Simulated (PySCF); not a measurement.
**C5H9AlO: electronic excitations**

Aim: predict the electronic excitations of C5H9AlO (`[CH3][AlH][O]C1=CCC1`).

Programs: PySCF 2.14.0, with density-fitted response routines of our own. Each step states its level of theory. These are calculated values for one molecule in the gas phase, unless marked as measured. Atoms count from 0, in the outputs and in this text.

### Step 1. The starting structure

16 atoms, charge 0, multiplicity 1; geometry from: GFN2-xTB.

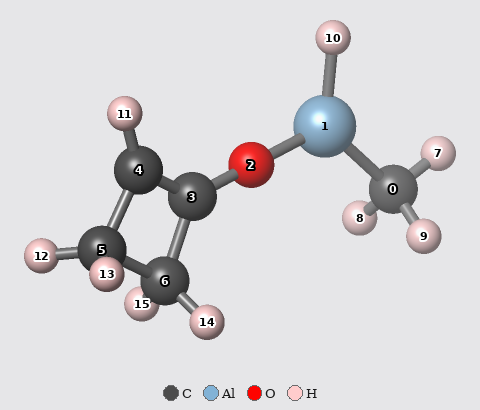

As it starts; carbon dark grey, aluminium light blue, oxygen red, hydrogen pink, atoms numbered.

### Step 2. TDDFT and polarisability: B3LYP/def2-SVPD

What the job is given:

```
{"job": {"kind": "uv", "xc": "B3LYP", "basis": "def2-SVPD", "nstates": 8, "ntriplets": 3}, "charge": 0, "multiplicity": 1}
C      3.432755     0.501562     0.153808
Al     1.708766     1.483333    -0.010222
O      0.235267     0.722186    -0.048152
C     -0.945645     0.101631    -0.076377
C     -2.219558     0.479080    -0.174676
C     -2.736054    -0.936848    -0.111607
C     -1.252314    -1.372572     0.003737
H      4.293365     1.173373     0.159919
H      3.583183    -0.205239    -0.669511
H      3.480610    -0.090649     1.074177
H      1.578838     3.005477    -0.116792
H     -2.719138     1.424355    -0.266597
H     -3.242385    -1.286950    -1.010050
H     -3.345905    -1.170527     0.759887
H     -0.981237    -1.851016     0.943393
H     -0.878147    -1.968255    -0.827107
```

Level: TDDFT B3LYP/def2-SVPD, vertical, gas phase, core orbitals frozen in the response.

Started as:

```bash
> OMP_NUM_THREADS=1 python probes_run.py task.json out
```

The driver reads the jobs from task.json and runs them one after another.

What it wrote:

```text
coarse grid: 13720 points
cycle   1  E = -513.1236560658  dE =  7.915e-01  |g| = 8.138e-01  |ddm| = 7.332e+00
cycle   2  E = -512.9019029280  dE =  2.218e-01  |g| = 1.316e+00  |ddm| = 2.628e+00
cycle   3  E = -513.2592429071  dE = -3.573e-01  |g| = 1.968e-01  |ddm| = 1.542e+00
cycle   4  E = -513.2666585124  dE = -7.416e-03  |g| = 7.148e-02  |ddm| = 3.154e-01
cycle   5  E = -513.2678192680  dE = -1.161e-03  |g| = 2.514e-02  |ddm| = 1.505e-01
cycle   6  E = -513.2679763729  dE = -1.571e-04  |g| = 6.113e-03  |ddm| = 5.142e-02
cycle   7  E = -513.2679862373  dE = -9.864e-06  |g| = 5.824e-04  |ddm| = 1.322e-02
final grid: 127488 points
cycle   8  E = -513.3600390343  dE = -4.129e-05  |g| = 6.563e-03  |ddm| = 1.797e-01
cycle   9  E = -513.3600259001  dE =  1.313e-05  |g| = 1.007e-02  |ddm| = 2.441e-02
cycle  10  E = -513.3600489702  dE = -2.307e-05  |g| = 1.469e-03  |ddm| = 1.271e-02
cycle  11  E = -513.3600494509  dE = -4.806e-07  |g| = 2.079e-04  |ddm| = 2.058e-03
cycle  12  E = -513.3600494589  dE = -8.088e-09  |g| = 1.101e-04  |ddm| = 6.895e-04
cycle  13  E = -513.3600494616  dE = -2.686e-09  |g| = 2.775e-05  |ddm| = 2.253e-04
cycle  14  E = -513.3600494618  dE = -2.112e-10  |g| = 3.828e-06  |ddm| = 7.867e-05
converged SCF energy = -513.3600494618

Static polarisability (au): isotropic 90.968, principal 67.111 87.497 118.296

Singlet excitations
state   eV       nm        f      main configurations
  1   4.6002    269.5   0.13178   H->L 0.99
  2   5.1957    238.6   0.00172   H->L+1 0.97
  3   5.3779    230.5   0.00132   H-1->L 0.99
  4   6.1416    201.9   0.00016   H->L+2 0.85, H->L+3 0.11
  5   6.3588    195.0   0.00420   H->L+3 0.69, H->L+5 0.18, H->L+2 0.10
  6   6.4749    191.5   0.00014   H-2->L 0.95
  7   6.5139    190.3   0.08031   H-1->L+1 0.97
  8   6.5810    188.4   0.00426   H->L+5 0.80, H->L+3 0.17

Triplet excitations (Tamm-Dancoff, eV): 3.9410 4.9947 5.1193
```

It took 69 s on 1 thread of Arm Neoverse N1, shared host; peak memory 0.85 GiB.

Frontier orbitals and where they lie:

```
orbital     eV                        atoms
 HOMO−3  -9.11    C5 31 %, C6 24 %, C4 18 %
 HOMO−2  -8.51    O2 21 %, C0 16 %, C6 13 %
 HOMO−1  -7.52   O2 24 %, C0 20 %, Al1 18 %
   HOMO  -6.19    C4 34 %, C3 25 %, O2 16 %
   LUMO  -0.99  Al1 51 %, O2 16 %, H10 12 %
 LUMO+1  -0.26    Al1 56 %, C0 12 %, O2 5 %
 LUMO+2   0.79   Al1 18 %, C0 12 %, C4 10 %
```

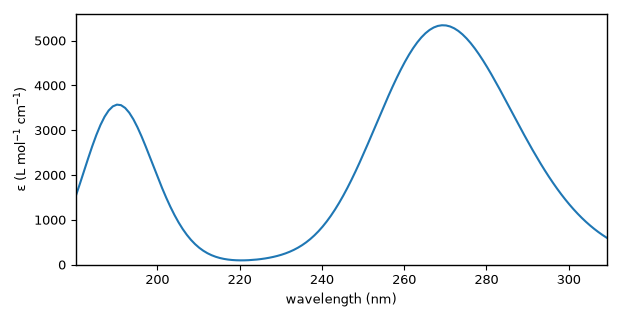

Absorption spectrum: each of the 8 states is a Gaussian band of 0.4 eV half-width at 1/e. Beyond the last state computed it falls off for lack of states.

Further results of this job:

```
           property  computed
  dipole moment (D)      1.00
polarisability (Å³)     13.48
 HOMO–LUMO gap (eV)      5.20
      −ε(HOMO) (eV)      6.19
```

### Step 3. Results

| quantity | value |
| --- | --- |
| lowest singlet (B3LYP/def2-SVPD) | 4.60 eV (270 nm), f = 0.132 |
| lowest triplet | 3.94 eV |

In words: The first singlet state (HOMO→LUMO 0.99) lies at 4.60 eV and is bright. The lowest triplet lies 0.66 eV below the lowest singlet (triplets in Tamm-Dancoff, singlets in full TDDFT).
